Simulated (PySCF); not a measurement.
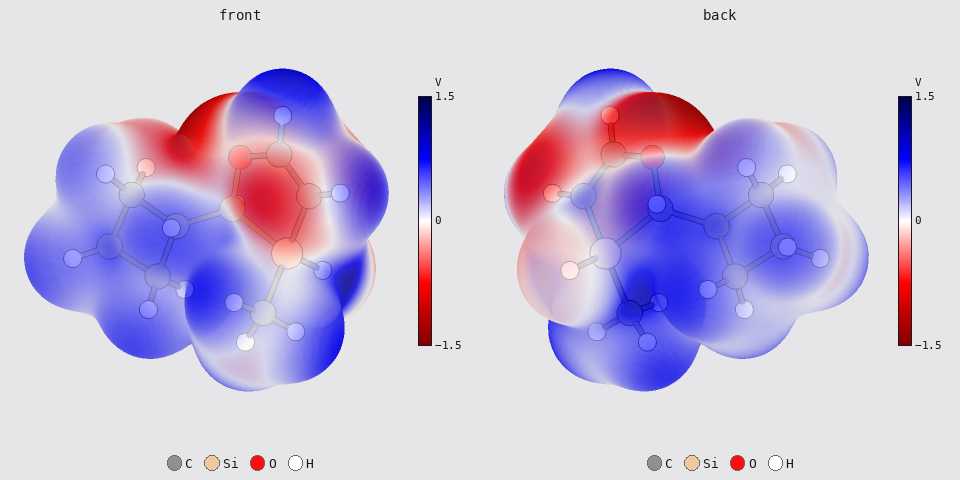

Figure. C$_{8}$H$_{14}$OSi. The molecular electrostatic potential painted on the density surface at 0.002 e/bohr³, seen from the front and from behind; red is negative and blue positive.

Geometry: GFN2-xTB.

The calculation used PBE0/pcSseg-1, SCF density, gas phase, non-relativistic in PySCF 2.14.0.

```yaml
atoms:
  - { symbol: C, position_ang: [2.1292, -0.9628, 1.2869] }
  - { symbol: Si, position_ang: [1.8825, -0.3971, -0.5073] }
  - { symbol: C, position_ang: [2.5136, 1.3083, -0.9230] }
  - { symbol: C, position_ang: [1.4866, 2.0570, -1.3404] }
  - { symbol: O, position_ang: [0.2392, 1.5808, -1.4081] }
  - { symbol: C, position_ang: [0.1014, 0.2289, -0.9331] }
  - { symbol: C, position_ang: [-0.8814, 0.2251, 0.2271] }
  - { symbol: C, position_ang: [-1.3381, -1.1646, 0.7022] }
  - { symbol: C, position_ang: [-2.8046, -0.7459, 0.5115] }
  - { symbol: C, position_ang: [-2.3434, 0.5790, -0.1132] }
  - { symbol: H, position_ang: [3.1836, -1.1344, 1.4777] }
  - { symbol: H, position_ang: [1.7819, -0.2217, 2.0004] }
  - { symbol: H, position_ang: [1.6050, -1.8917, 1.4860] }
  - { symbol: H, position_ang: [2.2649, -1.4818, -1.4286] }
  - { symbol: H, position_ang: [3.5092, 1.7074, -0.8786] }
  - { symbol: H, position_ang: [1.5418, 3.0898, -1.6598] }
  - { symbol: H, position_ang: [-0.3399, -0.3306, -1.7651] }
  - { symbol: H, position_ang: [-0.4827, 0.8448, 1.0322] }
  - { symbol: H, position_ang: [-1.0576, -1.4257, 1.7203] }
  - { symbol: H, position_ang: [-1.0205, -1.9634, 0.0340] }
  - { symbol: H, position_ang: [-3.3906, -1.3893, -0.1415] }
  - { symbol: H, position_ang: [-3.3424, -0.6184, 1.4488] }
  - { symbol: H, position_ang: [-2.5228, 0.6478, -1.1841] }
  - { symbol: H, position_ang: [-2.7267, 1.4785, 0.3631] }
```

Q: Describe the electrostatic potential map.

A: The most negative region (about −1.3 V, or −30 kcal/mol for a unit charge) lies over O5, the most positive (about +1.0 V, or +23 kcal/mol for a unit charge) over Si2. O5 is the likeliest acceptor of a hydrogen bond.
